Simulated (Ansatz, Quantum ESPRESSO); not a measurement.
**NbB2 (P6/mmm): zone-centre phonons**

Aim: the zone-centre modes of NbB2 (P6/mmm).

Program: Quantum ESPRESSO 7.5. Level of theory: DFT LDA, scalar-relativistic, plane waves, PseudoDojo norm-conserving pseudopotentials. Results are calculated unless marked as measured.

The database entry behind the starting cell differs from later determinations by our own check (an axis about 1.2 % long against later determinations), so it need not match the best structure at ambient conditions.

### Step 1. The structure

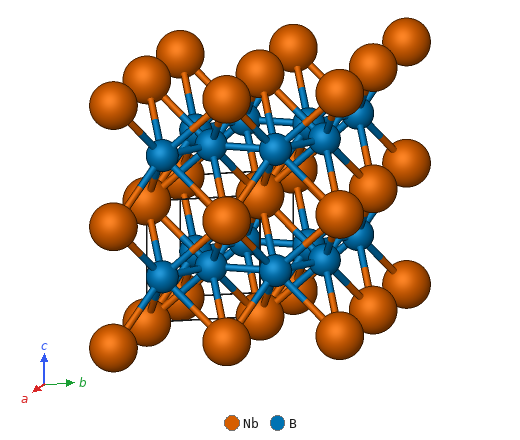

The cell as given, slightly off an axis (niobium orange, boron blue). 2×2×2 cells are drawn. Some periodic images of atoms are drawn too.

### Step 2. A probe with smearing

A cheap run with smearing and empty bands tells whether the crystal has a gap, which decides between fixed occupations and smearing later on.

File probe.in:

```
&control
   calculation = 'scf'
   prefix = 'x'
   outdir = './tmp'
   pseudo_dir = './pseudo'
   tprnfor = .true.
   tstress = .true.
   verbosity = 'high'
/
&system
   ibrav = 4
   celldm(1) = 5.83169482
   celldm(3) = 1.0712897
   nat = 3
   ntyp = 2
   ecutwfc = 82.0
   occupations = 'smearing'
   smearing = 'gaussian'
   degauss = 0.01
/
&electrons
   conv_thr = 1.0d-07
   mixing_beta = 0.7
   electron_maxstep = 100
/
ATOMIC_SPECIES
 Nb     92.9064  Nb.upf
 B      10.8100  B.upf
ATOMIC_POSITIONS crystal
 Nb     0.000000000   0.000000000   0.000000000
 B      0.333333330   0.666666670   0.500000000
 B      0.666666670   0.333333330   0.500000000
K_POINTS automatic
 6 6 6 0 0 0
```

Started as:

```console
$ OMP_NUM_THREADS=1 mpirun -n 8 pw.x -nk 8 -in probe.in > probe.out
```

Log:

```text
[banners, grids, parts of the stress and lines that vanish by symmetry left out]
Program PWSCF v.7.5
     bravais-lattice index     =            4
     lattice parameter (alat)  =       5.8317  a.u.
[...]
kinetic-energy cutoff     =      82.0000  Ry
     charge density cutoff     =     328.0000  Ry
     scf convergence threshold =      1.0E-07
[...]
Exchange-correlation= SLA  PW   NOGX NOGC
                           (   1   4   0   0   0   0   0)
[...]
24 Sym. Ops., with inversion, found
[...]
(     0          1          0      )
                  (     0          0          1      )
[...]
(  0.0000000  1.0000000  0.0000000 )
                  (  0.0000000  0.0000000  1.0000000 )
[...]
(     0         -1          0      )
                  (     0          0          1      )
[...]
(    -1          0          0      )
                  (     0          0          1      )
[...]
( -0.8660254 -0.5000000  0.0000000 )
                  (  0.0000000  0.0000000  1.0000000 )
[...]
number of k points=    28  Gaussian smearing, width (Ry)=  0.0100
[...]
End of self-consistent calculation
[...]
the Fermi energy is    18.5646 ev
!    total energy              =    -136.69501835 Ry
[...]
convergence has been achieved in   8 iterations
[...]
atom    1 type  1   force =    -0.00000000    0.00000000    0.00000000
     atom    2 type  2   force =     0.00000000   -0.00000000   -0.00000000
     atom    3 type  2   force =     0.00000000    0.00000000   -0.00000000
[...]
Total force =     0.000000     Total SCF correction =     0.000000
[...]
total   stress  (Ry/bohr**3)                   (kbar)     P=      -45.33
[...]
XML data file, charge density, pseudopotentials, collected wavefunctions

   JOB DONE.
```

The job ended after 5.2 s (8 MPI ranks of Intel Xeon at 2.70GHz, shared host; 37 s of CPU time).

This step gave:

```yaml
volume_per_atom: 9.089 Å³
pressure: -4.533 GPa
gap_on_the_k_mesh: 0 eV
```

No gap opens on this mesh, so smearing is kept; the start stands at -4.5 GPa.

### Step 3. Relaxing the cell and atoms

Frequencies change by per cents with a per cent of volume, so the structure is first brought to rest at this level of theory.

File relax.in:

```
&control
   calculation = 'vc-relax'
   prefix = 'x'
   outdir = './tmp'
   pseudo_dir = './pseudo'
   tprnfor = .true.
   tstress = .true.
   forc_conv_thr = 2.0d-05
   etot_conv_thr = 1.0d-07
   nstep = 40
/
&system
   ibrav = 4
   celldm(1) = 5.83169482
   celldm(3) = 1.0712897
   nat = 3
   ntyp = 2
   ecutwfc = 82.0
   occupations = 'smearing'
   smearing = 'mv'
   degauss = 0.02
/
&electrons
   conv_thr = 1.0d-11
   mixing_beta = 0.7
   electron_maxstep = 100
/
&ions
/
&cell
   press_conv_thr = 0.2
/
ATOMIC_SPECIES
 Nb     92.9064  Nb.upf
 B      10.8100  B.upf
ATOMIC_POSITIONS crystal
 Nb     0.000000000   0.000000000   0.000000000
 B      0.333333330   0.666666670   0.500000000
 B      0.666666670   0.333333330   0.500000000
K_POINTS automatic
 15 15 12 0 0 0
```

Started as:

```console
$ OMP_NUM_THREADS=1 mpirun -n 8 pw.x -nk 8 -in relax.in > relax.out
```

Log:

```text
[banners, grids, parts of the stress and lines that vanish by symmetry left out]
[banner, memory and clock lines left out]
Program PWSCF v.7.5

[...]
kinetic-energy cutoff     =      82.0000  Ry
     charge density cutoff     =     328.0000  Ry
     scf convergence threshold =      1.0E-11
[...]
energy convergence thresh.=      1.0E-07
     force convergence thresh. =      2.0E-05
     press convergence thresh. =      2.0E-01
     Exchange-correlation= SLA  PW   NOGX NOGC
                           (   1   4   0   0   0   0   0)
[...]
24 Sym. Ops., with inversion, found
[...]
number of k points=   189  Marzari-Vanderbilt smearing, width (Ry)=  0.0200
[...]
End of self-consistent calculation
[...]
the Fermi energy is    18.6423 ev
!    total energy              =    -136.69581500 Ry
[...]
convergence has been achieved in  12 iterations
[...]
atom    1 type  1   force =     0.00000000   -0.00000000    0.00000000
     atom    2 type  2   force =     0.00000000    0.00000000    0.00000000
     atom    3 type  2   force =     0.00000000    0.00000000    0.00000000
     Total force =     0.000000     Total SCF correction =     0.000000
[...]
total   stress  (Ry/bohr**3)                   (kbar)     P=      -47.63
[...]
number of bfgs steps    =   0
[...]
CELL_PARAMETERS (alat=  5.83169482)
[...]
ATOMIC_POSITIONS (crystal)
Nb               0.0000000000       -0.0000000000        0.0000000000
B                0.3333333300        0.6666666700        0.5000000000
B                0.6666666700        0.3333333300        0.5000000000
[...]
New effective cutoffs (rho, wfc):  333.96   83.55
[...]
End of self-consistent calculation
[...]
the Fermi energy is    19.1397 ev
!    total energy              =    -136.69615836 Ry
[...]
convergence has been achieved in   7 iterations
[...]
atom    1 type  1   force =     0.00000000    0.00000000    0.00000000
     atom    2 type  2   force =     0.00000000    0.00000000    0.00000000
     atom    3 type  2   force =     0.00000000    0.00000000   -0.00000000
     Total force =     0.000000     Total SCF correction =     0.000000
[...]
total   stress  (Ry/bohr**3)                   (kbar)     P=       27.63
[...]
number of bfgs steps    =   1
[...]
CELL_PARAMETERS (alat=  5.83169482)
[...]
ATOMIC_POSITIONS (crystal)
Nb               0.0000000000       -0.0000000000        0.0000000000
[...]
New effective cutoffs (rho, wfc):  332.64   83.22
[...]
End of self-consistent calculation
[...]
the Fermi energy is    18.9652 ev
!    total energy              =    -136.69631283 Ry
[...]
convergence has been achieved in   8 iterations
[...]
atom    1 type  1   force =     0.00000000    0.00000000    0.00000000
     atom    2 type  2   force =    -0.00000000   -0.00000000    0.00000000
     atom    3 type  2   force =     0.00000000    0.00000000    0.00000000
     Total force =     0.000000     Total SCF correction =     0.000000
[...]
total   stress  (Ry/bohr**3)                   (kbar)     P=       -0.28
[...]
number of bfgs steps    =   2
[...]
CELL_PARAMETERS (alat=  5.83169482)
[...]
ATOMIC_POSITIONS (crystal)
[...]
New effective cutoffs (rho, wfc):  333.14   83.35
[...]
End of self-consistent calculation
[...]
the Fermi energy is    18.9680 ev
!    total energy              =    -136.69631683 Ry
[...]
convergence has been achieved in   6 iterations
[...]
atom    1 type  1   force =    -0.00000000   -0.00000000    0.00000000
     atom    2 type  2   force =    -0.00000000   -0.00000000   -0.00000000
     atom    3 type  2   force =     0.00000000    0.00000000   -0.00000000
     Total force =     0.000000     Total SCF correction =     0.000000
[...]
total   stress  (Ry/bohr**3)                   (kbar)     P=       -0.29
[...]
number of bfgs steps    =   3
[...]
CELL_PARAMETERS (alat=  5.83169482)
[...]
ATOMIC_POSITIONS (crystal)
[...]
New effective cutoffs (rho, wfc):  333.60   83.46
[...]
End of self-consistent calculation
[...]
the Fermi energy is    18.9724 ev
!    total energy              =    -136.69631798 Ry
[...]
convergence has been achieved in   6 iterations
[...]
atom    1 type  1   force =     0.00000000    0.00000000   -0.00000000
     atom    2 type  2   force =     0.00000000    0.00000000   -0.00000000
     atom    3 type  2   force =    -0.00000000   -0.00000000   -0.00000000
     Total force =     0.000000     Total SCF correction =     0.000000
[...]
total   stress  (Ry/bohr**3)                   (kbar)     P=       -0.00
[...]
number of bfgs steps    =   4
[...]
small trust_radius: resetting bfgs history
[...]
CELL_PARAMETERS (alat=  5.83169482)
[...]
ATOMIC_POSITIONS (crystal)
[...]
New effective cutoffs (rho, wfc):  333.60   83.46
[...]
End of self-consistent calculation
[...]
the Fermi energy is    18.9724 ev
!    total energy              =    -136.69631798 Ry
[...]
convergence has been achieved in   3 iterations
[...]
atom    1 type  1   force =    -0.00000000   -0.00000000    0.00000000
     atom    2 type  2   force =    -0.00000000   -0.00000000    0.00000000
     atom    3 type  2   force =    -0.00000000   -0.00000000    0.00000000
     Total force =     0.000000     Total SCF correction =     0.000000
[...]
total   stress  (Ry/bohr**3)                   (kbar)     P=        0.00
[...]
bfgs converged in   6 scf cycles and   5 bfgs steps
[...]
End of BFGS Geometry Optimization
     Final enthalpy           =    -136.6963179825 Ry
     File ./tmp/x.bfgs deleted, as requested
[...]
CELL_PARAMETERS (alat=  5.83169482)
[...]
ATOMIC_POSITIONS (crystal)
[...]
B                0.3333333300        0.6666666700        0.5000000000
B                0.6666666700        0.3333333300        0.5000000000
[...]
Final scf calculation at the relaxed structure.
[...]
kinetic-energy cutoff     =      82.0000  Ry
     charge density cutoff     =     328.0000  Ry
     scf convergence threshold =      1.0E-13
[...]
press convergence thresh. =      2.0E-01
     Exchange-correlation= SLA  PW   NOGX NOGC
                           (   1   4   0   0   0   0   0)
[...]
24 Sym. Ops., with inversion, found
[...]
number of k points=   189  Marzari-Vanderbilt smearing, width (Ry)=  0.0200
[...]
c_bands:  2 eigenvalues not converged
     c_bands:  1 eigenvalues not converged
     c_bands:  1 eigenvalues not converged
     c_bands:  1 eigenvalues not converged
     c_bands:  1 eigenvalues not converged
     c_bands:  1 eigenvalues not converged
     c_bands:  1 eigenvalues not converged
     c_bands:  1 eigenvalues not converged
[...]
End of self-consistent calculation
[...]
the Fermi energy is    18.9724 ev
!    total energy              =    -136.69630727 Ry
[...]
convergence has been achieved in  15 iterations
[...]
atom    1 type  1   force =     0.00000000    0.00000000    0.00000000
     atom    2 type  2   force =     0.00000000    0.00000000    0.00000000
     atom    3 type  2   force =     0.00000000    0.00000000    0.00000000
     Total force =     0.000000     Total SCF correction =     0.000000
[...]
total   stress  (Ry/bohr**3)                   (kbar)     P=       -0.16
[...]
XML data file, charge density, pseudopotentials, collected wavefunctions
```

Wall time 1.8 min (8 MPI ranks).

Relaxation path:

```csv
step,energy less that of the first step (eV),largest force (eV/Å),pressure (GPa),volume (Å³)
1,0.0000,0.0000,-4.76,27.27
2,-0.0047,0.0000,2.76,26.61
3,-0.0068,0.0000,-0.03,26.84
4,-0.0068,0.0000,-0.03,26.84
5,-0.0068,0.0000,0.00,26.84
6,-0.0068,0.0000,0.00,26.84
7,-0.0067,0.0000,-0.02,26.84
```

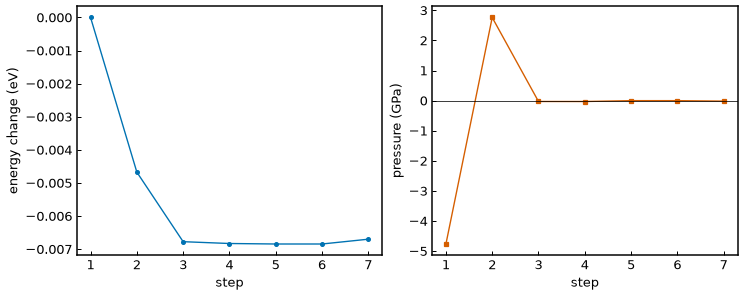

Energy and pressure along the relaxation.

```
conventional cell, symmetrised  before  after  change
                         a (Å)   3.086  3.075  -0.4 %
                         b (Å)   3.086  3.075  -0.4 %
                         c (Å)   3.306  3.277  -0.9 %
              volume (Å³/atom)    9.09   8.95  -1.6 %
```

The relaxed structure:

```xyz
3
Lattice="3.0752 0.0000 0.0000 -1.5376 2.6632 0.0000 0.0000 0.0000 3.2767" Properties=species:S:1:pos:R:3 pbc="T T T"
Nb    0.0000    0.0000    0.0000
B     0.0000    1.7754    1.6384
B     1.5376    0.8877    1.6384
```

The last row of the table of steps is pw.x's closing run on a basis chosen anew for the final cell, so its energy can jump.

This step gave:

* volume per atom: 8.945 Å³
* pressure: -0.016 GPa

The volume changes by -1.6 % from the cell with which this run began.

### Step 4. Ground state

The response is built on this ground state, so it is converged far tighter than an energy would need. Smearing stays on, as the first look found no gap above 0.3 eV.

File scf.in:

```
&control
   calculation = 'scf'
   prefix = 'x'
   outdir = './tmp'
   pseudo_dir = './pseudo'
   tprnfor = .true.
   tstress = .true.
/
&system
   ibrav = 4
   celldm(1) = 5.81122785
   celldm(3) = 1.06554174
   nat = 3
   ntyp = 2
   ecutwfc = 82.0
   occupations = 'smearing'
   smearing = 'mv'
   degauss = 0.02
/
&electrons
   conv_thr = 1.0d-12
   mixing_beta = 0.7
   electron_maxstep = 100
/
ATOMIC_SPECIES
 Nb     92.9064  Nb.upf
 B      10.8100  B.upf
ATOMIC_POSITIONS crystal
 Nb     0.000000000   0.000000000   0.000000000
 B      0.333333333   0.666666667   0.500000000
 B      0.666666667   0.333333333   0.500000000
K_POINTS automatic
 15 15 12 0 0 0
```

Started as:

```console
$ OMP_NUM_THREADS=1 mpirun -n 8 pw.x -nk 8 -in scf.in > scf.out
```

Log:

```text
[banners, grids, parts of the stress and lines that vanish by symmetry left out]
[banner, memory and clock lines left out]
Program PWSCF v.7.5

[...]
kinetic-energy cutoff     =      82.0000  Ry
     charge density cutoff     =     328.0000  Ry
     scf convergence threshold =      1.0E-12
[...]
Exchange-correlation= SLA  PW   NOGX NOGC
                           (   1   4   0   0   0   0   0)
[...]
24 Sym. Ops., with inversion, found
[...]
number of k points=   189  Marzari-Vanderbilt smearing, width (Ry)=  0.0200
[...]
End of self-consistent calculation
[...]
the Fermi energy is    18.9724 ev
!    total energy              =    -136.69630727 Ry
[...]
convergence has been achieved in  13 iterations
[...]
atom    1 type  1   force =     0.00000000    0.00000000   -0.00000000
     atom    2 type  2   force =     0.00000000    0.00000000    0.00000000
     atom    3 type  2   force =     0.00000000    0.00000000   -0.00000000
     Total force =     0.000000     Total SCF correction =     0.000000
[...]
total   stress  (Ry/bohr**3)                   (kbar)     P=       -0.16
[...]
XML data file, charge density, pseudopotentials, collected wavefunctions
```

Elapsed: 19 s, on 8 MPI ranks; 2.5 min of CPU time.

Read from the output:

```
pressure : -0.01667 GPa
```

The cell stands at -0.017 GPa, close enough for phonons.

(Part 1 of 3 ends here.)

[Host names and launcher messages were left out of these logs when they were recorded.]

[Logs are printed without paths, hosts, clocks, repeated set-up lines and the standing remarks that a program may print on its own settings, such as how far it seeks lower states.]

[Hosts, paths, dates, database ids (printed as entryN), source tags and the programs' standing remarks are cut or masked in the printed files.]
